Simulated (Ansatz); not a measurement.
# CH4OSi (SMILES CO[SiH]) at HF/STO-3G

Aim: the vertical electron affinity of CH4OSi at HF/STO-3G, from 2 runs. 

The calculation is run with Ansatz 0.2.0.

57 further runs of the same task are left out: 57 set aside as unsound or not needed. Runs told in other sessions of the task aren't counted.

## 1. The molecule

The species is CH4OSi (7 atoms), meant as a singlet with charge 0. As SMILES, `CO[SiH]`. The shape is that of a PBE0-D4/def2-TZVP optimisation. This is one conformer, not always the lowest.

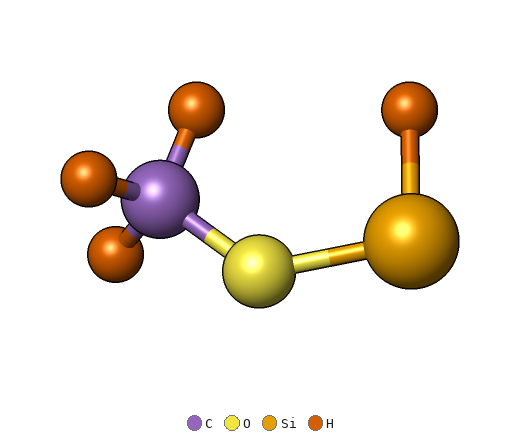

Viewed from a chosen angle; carbon purple, oxygen yellow, silicon amber, hydrogen orange.

## 2. The energy at HF/STO-3G

molecule.yaml

```yaml
crystal:
  periodic: [false, false, false]
  atoms:
    - {symbol: C, position_ang: [-0.512400, 0.485500, -0.338500]}
    - {symbol: O, position_ang: [-0.443200, -0.446500, 0.717600]}
    - {symbol: Si, position_ang: [0.796900, -1.387300, 1.229900]}
    - {symbol: H, position_ang: [-1.296400, 0.180800, -1.035500]}
    - {symbol: H, position_ang: [0.443800, 0.547500, -0.868700]}
    - {symbol: H, position_ang: [-0.769300, 1.467500, 0.065400]}
    - {symbol: H, position_ang: [1.841700, -0.915600, 0.184100]}
basis:
  gaussian: {orbitals: STO-3G}
accuracy: high
output: {orbitals: {seedname: orbitals}}
hamiltonian: {xc: hf}
```

Run with:

```
$ ansatz run molecule.yaml --threads 1 --pin off --max-ram 3480MiB --events-out events.jsonl --progress --plain --runs-dir runs
```

The log of the run:

```text
Warning: RAYON_NUM_THREADS=1 ignored (pool sized by the plan → 1); use --threads N
Functional definition: HF
  name "HF"
  exchange = exact_x
  correlation = 0
425 factors; integrals over basis functions are off by at most 2.7e-8 eV
mean field evaluation 1: about -10859.4472 eV, gradient 2.0e1 eV
mean field evaluation 2: about -10859.5826 eV, gradient 2.0e1 eV
mean field evaluation 4: about -10860.9546 eV, gradient 1.4e0 eV
mean field evaluation 8: about -10860.9629 eV, gradient 2.9e-2 eV
mean field -10860.96288935 eV, -399.1330243584 hartree, gradient 2.0e-8 eV, S^2 0.000000; 0 other end points of the search recorded, 0 dependent functions left out
reference -10860.96288935 eV, -399.1330243584 hartree; 16, 16 occupied and 7, 7 virtual orbitals, 425 factors
Total energy: -10860.96288935 eV, -399.1330243584 hartree
```

Run time: 0.14 s. Hardware: 1 thread of Arm Neoverse V2, shared host.

## 3. The doublet anion

run.yaml

```yaml
crystal:
  periodic: [false, false, false]
  atoms:
    - symbol: C
      position_ang: [-0.512400, 0.485500, -0.338500]
    - symbol: O
      position_ang: [-0.443200, -0.446500, 0.717600]
    - symbol: Si
      position_ang: [0.796900, -1.387300, 1.229900]
    - symbol: H
      position_ang: [-1.296400, 0.180800, -1.035500]
    - symbol: H
      position_ang: [0.443800, 0.547500, -0.868700]
    - symbol: H
      position_ang: [-0.769300, 1.467500, 0.065400]
    - symbol: H
      position_ang: [1.841700, -0.915600, 0.184100]
basis:
  gaussian: {orbitals: STO-3G}
total_charge: -1
magnetization: {spin_polarized: true, initial_magnetization: 1}
hamiltonian: {xc: hf}
accuracy: high
output: {orbitals: {seedname: orbitals}}
```

Run with:

```
$ ansatz run run.yaml --threads 1 --pin off --max-ram 3480MiB --events-out events.jsonl --progress --plain --runs-dir runs
```

The log of the run:

```text
Warning: RAYON_NUM_THREADS=1 ignored (pool sized by the plan → 1); use --threads N
Functional definition: HF
  name "HF"
  exchange = exact_x
  correlation = 0
425 factors; integrals over basis functions are off by at most 2.7e-8 eV
mean field evaluation 1: about -10852.4508 eV, gradient 1.6e1 eV
mean field evaluation 2: about -10852.6016 eV, gradient 1.6e1 eV
mean field evaluation 4: about -10854.7743 eV, gradient 1.5e0 eV
mean field evaluation 8: about -10854.8115 eV, gradient 2.8e-2 eV
mean field -10854.81152574 eV, -398.9069659154 hartree, gradient 1.3e-8 eV, S^2 0.754287; 0 other end points of the search recorded, 0 dependent functions left out
reference -10854.81152574 eV, -398.9069659154 hartree; 17, 16 occupied and 6, 7 virtual orbitals, 425 factors
Total energy: -10854.81152574 eV, -398.9069659154 hartree
```

Run time: 0.18 s. Hardware: 1 thread of Arm Neoverse V2, shared host.

## 4. What came out

Level: HF/STO-3G.

| quantity | value |
| --- | --- |
| singlet CH4OSi: total energy | -399.13302 Eh |
| singlet CH4OSi: HOMO energy | -6.29 eV |
| singlet CH4OSi: LUMO energy | 6.81 eV |
| singlet CH4OSi: HOMO–LUMO gap | 13.09 eV |
| doublet anion: total energy | -398.90697 Eh |
| doublet anion: HOMO energy (highest over α and β) | 5.53 eV |
| doublet anion: LUMO energy (lowest over α and β) | 18.10 eV |
| doublet anion: ⟨S²⟩ | 0.754 |
| vertical electron affinity (to the doublet anion) | -6.151 eV |

**Reading.** The anion lies 6.15 eV (142 kcal/mol) above the neutral: the electron isn't bound at this level, and such a value depends on the basis. Without diffuse functions anions come out too high. Hartree–Fock misses the correlation that binds many anions. In a minimal basis such a difference can be off by several eV, whatever the method. The HOMO (doublet anion) lies at positive energy, 5.53 eV: the electron is unbound at this level or held by a compact basis; values depend on the basis.
